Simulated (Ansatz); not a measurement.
# PH2 (SMILES [PH2]) at U-revPBE/6-31G(d) (spherical functions)

Aim: the electronic atomisation energy of PH2 at U-revPBE/6-31G* (spherical functions), from 3 runs. 

The calculation is run with Ansatz 0.2.0.

46 further runs of the same task are left out: 46 set aside as unsound or not needed.

**1. The structure to begin with**

PH2: 3 atoms, total charge 0, spin state doublet. SMILES: `[PH2]`. The coordinates come from a GFN2-xTB relaxation.

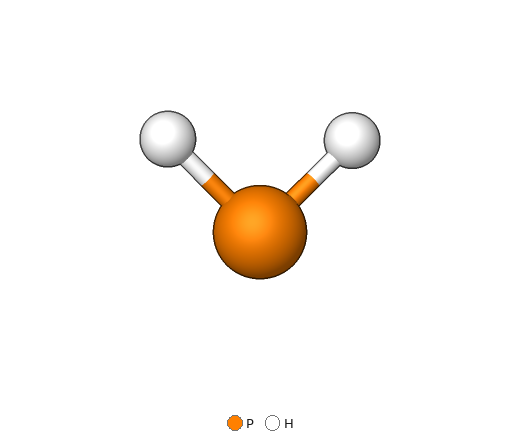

The structure, seen from a chosen angle (phosphorus orange, hydrogen white).

**2. The energy at U-revPBE/6-31G(d) (spherical functions)**

Input file input.yaml:

```yaml
crystal:
  periodic: [false, false, false]
  atoms:
    - {symbol: P, position_ang: [0.514470, -0.302750, 0.252680]}
    - {symbol: H, position_ang: [0.111510, 1.027360, 0.172420]}
    - {symbol: H, position_ang: [-0.625980, -0.724620, -0.425100]}
basis:
  gaussian: {orbitals: 6-31G_st_-spherical.json}
magnetization: {spin_polarized: true, initial_magnetization: 1}
hamiltonian: {xc: {name: revPBE}}
accuracy: high
```

The basis set 6-31G* is read from a file made from the Basis Set Exchange's data (not shown).

On the command line:

```
$ ansatz run input.yaml --threads 1 --pin off --max-ram 2610MiB --events-out events.jsonl --progress --plain --runs-dir runs
```

What it wrote:

```text
Warning: RAYON_NUM_THREADS=1 ignored (pool sized by the plan → 1); use --threads N
Functional definition: revPBE
  name "revPBE"
  parameter kappa = 1.245
  parameter beta = 0.06672455060314922
  exchange = pbe_x(kappa = kappa, mu = beta*pi^2/3)
  correlation = pbe_c(beta = beta)
379 factors; integrals over basis functions are off by at most 3.4e-9 eV
mean field evaluation 1: about -9317.2295 eV, gradient 6.1e0 eV
mean field evaluation 2: about -9317.4530 eV, gradient 4.0e0 eV
mean field evaluation 4: about -9317.5712 eV, gradient 2.2e-1 eV
mean field evaluation 8: about -9317.5645 eV, gradient 7.4e-4 eV
mean field evaluation 16: about -9317.5645 eV, gradient 9.4e-8 eV
mean field -9317.56451287 eV, -342.4141801759 hartree, gradient 8.5e-8 eV, S^2 0.753918; 0 other end points of the search recorded, 0 dependent functions left out
reference -9317.56451567 eV, -342.4141802787 hartree; 9, 8 occupied and 13, 14 virtual orbitals, 379 factors
Total energy: -9317.56451567 eV, -342.4141802787 hartree
```

Wall time 1 s (1 thread of Arm Neoverse V1, shared host); peak memory 0.097 GiB.

**3. The H atom at the same level**

Input file input.yaml:

```yaml
crystal:
  periodic: [false, false, false]
  atoms:
    - {symbol: H, position_ang: [0.000000, 0.000000, 0.000000]}
basis:
  gaussian: {orbitals: "6-31G*"}
total_charge: 0
magnetization: {spin_polarized: true, initial_magnetization: 1}
hamiltonian: {xc: {name: revPBE}}
accuracy: high
```

Run the same way, it converges to -0.50194 Eh (log not shown).

**4. The P atom, same level**

Input file run.yaml:

```yaml
crystal:
  periodic: [false, false, false]
  atoms:
    - symbol: P
      position_ang: [0.000000, 0.000000, 0.000000]
basis:
  gaussian:
    orbitals: 6-31G_st_-spherical.json
hamiltonian:
  xc: {name: revPBE}
magnetization:
  spin_polarized: true
  initial_magnetization: 3
accuracy: high
```

The basis set 6-31G* is read from a file made from the Basis Set Exchange's data (not shown).

Run the same way, it converges to -341.17574 Eh (log not shown).

**5. What came out**

Level: U-revPBE/6-31G* (spherical functions).

```
                     quantity          value
       molecule: total energy  -342.41418 Eh
               molecule: ⟨S²⟩          0.754
         H atom: total energy    -0.50194 Eh
                 H atom: ⟨S²⟩          0.750
         P atom: total energy  -341.17574 Eh
                 P atom: ⟨S²⟩          3.750
electronic atomisation energy       6.383 eV
```

What this shows: Taking the molecule apart into free atoms costs 6.38 eV (616 kJ/mol), before zero-point energy and without spin-orbit coupling.
